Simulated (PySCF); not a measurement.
**CH$_{11}$N$_{3}$Si$_{3}$: density, localisation and related maps**

```xyz
18

N     2.7094   -0.2422    0.7930
Si    1.4724   -0.2038   -0.4168
N     0.3605   -1.4649    0.0676
Si   -1.3600   -1.4597   -0.0403
C    -1.9626    0.2947    0.4209
N    -1.3755    1.3575   -0.3818
Si    0.2900    1.7608   -0.3448
H     3.1291   -1.1267    1.0329
H     3.4178    0.4721    0.7780
H     1.9994   -0.6242   -1.7441
H     0.7720   -2.3720    0.2214
H    -1.8381   -1.7858   -1.3950
H    -1.8699   -2.4368    0.9279
H    -1.7265    0.4883    1.4726
H    -3.0496    0.3462    0.3377
H    -2.0066    1.7654   -1.0472
H     0.4570    2.6283   -1.5208
H     0.5815    2.6027    0.8388
```

Geometry: GFN2-xTB.

Method: PBE0/pcSseg-1, SCF density, gas phase, non-relativistic in PySCF.

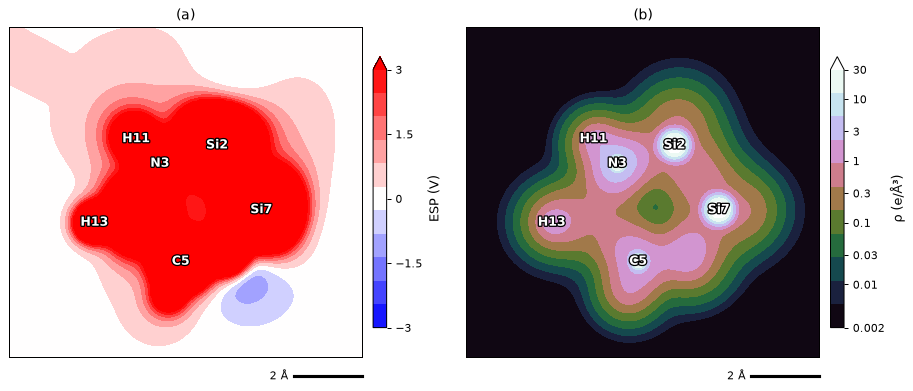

Figure 1. (a) electrostatic potential; (b) total electron density on the plane of atoms N3, Si2 and Si7.

What do the fields say about this system?

Answer. The plane passes through Si, N, C and H nuclei.
Si–Si (2.29 Å): ρ at the midpoint is about 0.72 e/Å³.
N–H (1.01 Å): ρ at the midpoint is about 2.8 e/Å³.
Outside the dense part of the molecule the potential is most negative (−1.2 V) near N6, which lies off the plane.

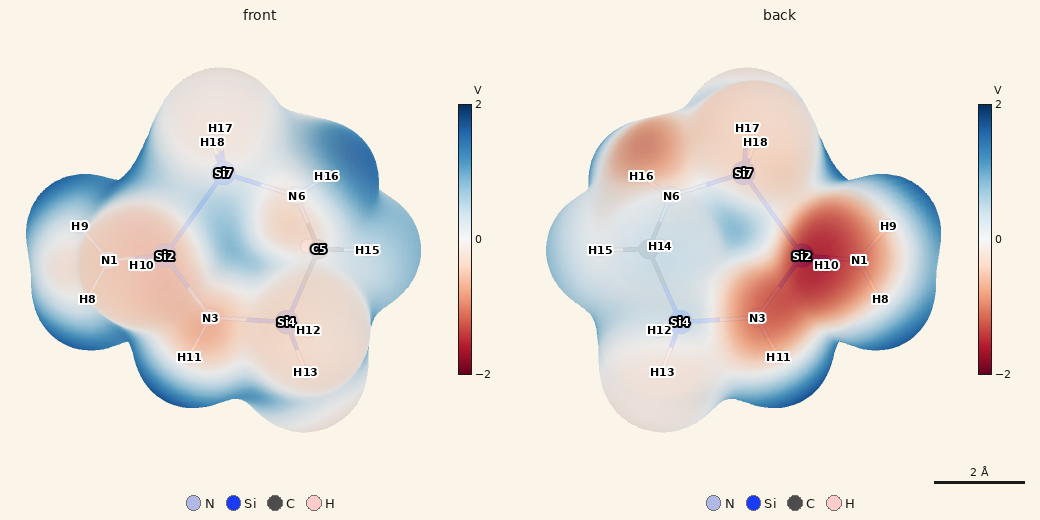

Figure 2. The molecular electrostatic potential painted on the density surface at 0.002 e/bohr³, seen from the front and from behind; red is negative and blue positive.

Where is the surface potential most negative and most positive?

Answer. The most negative region (about −1.6 V, or −37 kcal/mol for a unit charge) lies over N1, the most positive (about +1.6 V, or +37 kcal/mol for a unit charge) over H8 and H11. N1 is the likeliest acceptor of a hydrogen bond.

What dipole moment does the calculation give?

Answer. Its dipole moment is 0.83 D.
